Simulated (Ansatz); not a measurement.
C$_{2}$H$_{2}$F$_{3}$NO

Input file:

```
crystal:
  periodic: [false, false, false]
  atoms:
    - { symbol: H, position_ang: [-1.21042, -1.759611, -0.605115] }
    - { symbol: O, position_ang: [-0.739852, -0.81113, 1.430341] }
    - { symbol: C, position_ang: [-0.322567, -0.375598, 0.387722] }
    - { symbol: C, position_ang: [0.594045, 0.859297, 0.333617] }
    - { symbol: F, position_ang: [0.766596, 1.279265, -0.928552] }
    - { symbol: F, position_ang: [1.788811, 0.563876, 0.832576] }
    - { symbol: F, position_ang: [0.07455, 1.854241, 1.033639] }
    - { symbol: "N", position_ang: [-0.605304, -0.965455, -0.781473] }
    - { symbol: H, position_ang: [-0.345961, -0.644884, -1.702555] }
basis:
  gaussian: { orbitals: def2-SVP }
hamiltonian:
  xc: pbe0
relax:
  f_tol: 0.03
  max_steps: 50
output:
  orbitals: {}
```

Run with:

```sh
ansatz run input.yaml --threads 2 --pin off --max-ram 3072MiB --backend cpu --events-out ev --progress --plain --runs-dir out
```

The fields are those of the run's last geometry, not of the input's.

Level of theory: RKS PBE0/def2-SVP (Ansatz 0.2.0).

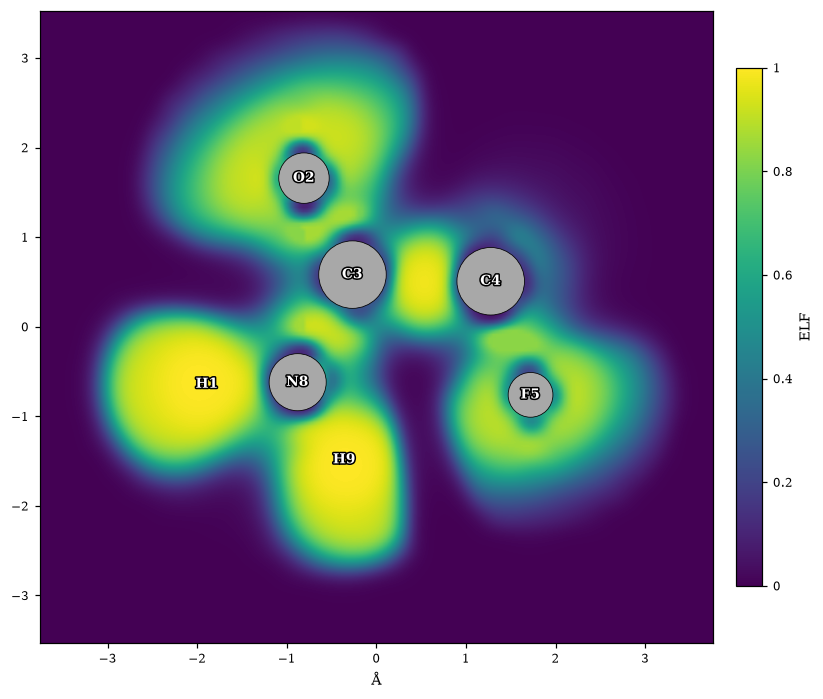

Figure 1. ELF on the plane of atoms H1, N8 and H9. Grey discs cover the atomic cores.

Q: What do the fields say about this system?

A: Atoms in the plane: H, O, C, F and N. C–O (1.21 Å): the ELF peaks at about 0.85 between the atoms (a multiple bond). C–F (1.34 Å): the ELF peaks at about 0.85 between the atoms: a shared but strongly polarised pair. C–N (1.35 Å): the ELF peaks at about 0.90 between the atoms: a covalent bond. C–C (1.54 Å): the ELF peaks at about 1 between the atoms: localised, covalent bonding. N–H (1.01 Å): the ELF climbs to about 1 towards the hydrogen, as it does in any bond to H; an ordinary covalent bond to hydrogen. The ELF also peaks beside F5 and O2, away from the bonds: lone-pair regions.

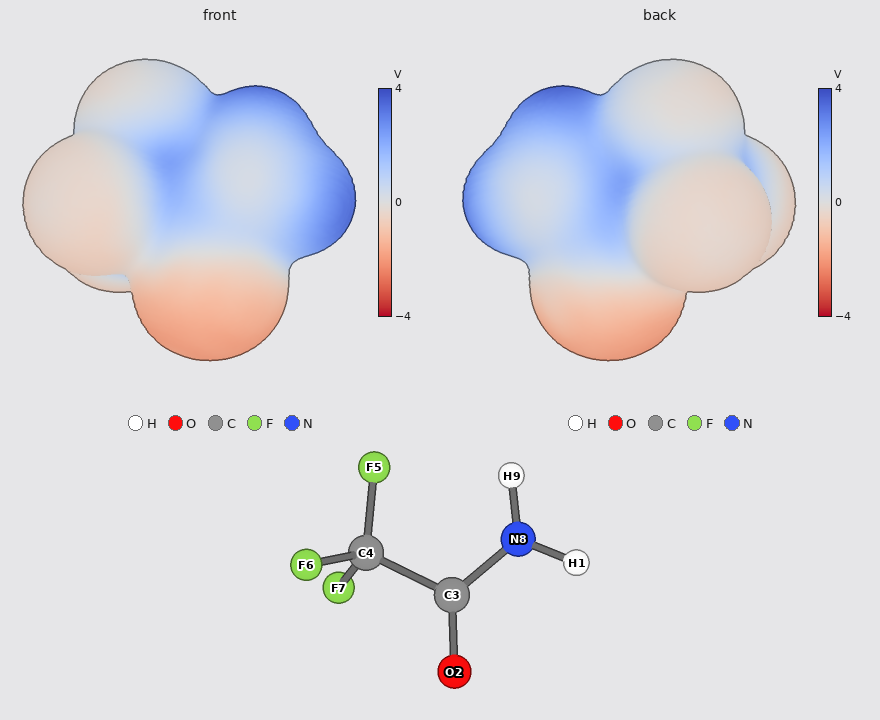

Figure 2. The molecular electrostatic potential painted on the density surface at 0.004 e/bohr³, seen from the front and from behind; the colour scale runs from red (negative) to blue (positive). The bare structure is drawn below in the same view.

Q: Where is the surface potential most negative and most positive?

A: The most negative region (about −1.9 V) lies over O2, the most positive (about +3.3 V) over H1 and H9. O2 is the likeliest acceptor of a hydrogen bond.

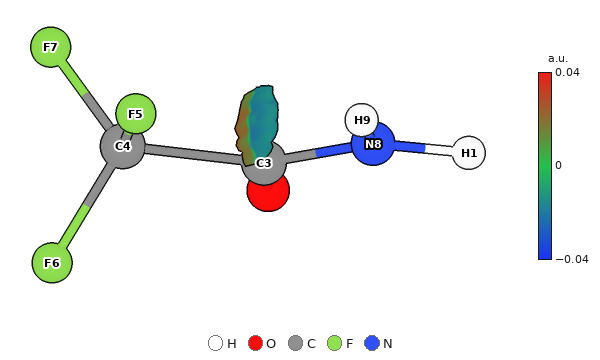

Figure 3. Non-covalent interaction (NCI) plot: the surface where the reduced density gradient is 0.6, for densities under 0.05 a.u., coloured by sign(λ₂)ρ; seen from one side.

Q: Which non-covalent interactions does the plot reveal?

A: H9···F5 (2.2 Å): a hydrogen bond (blue, attractive).
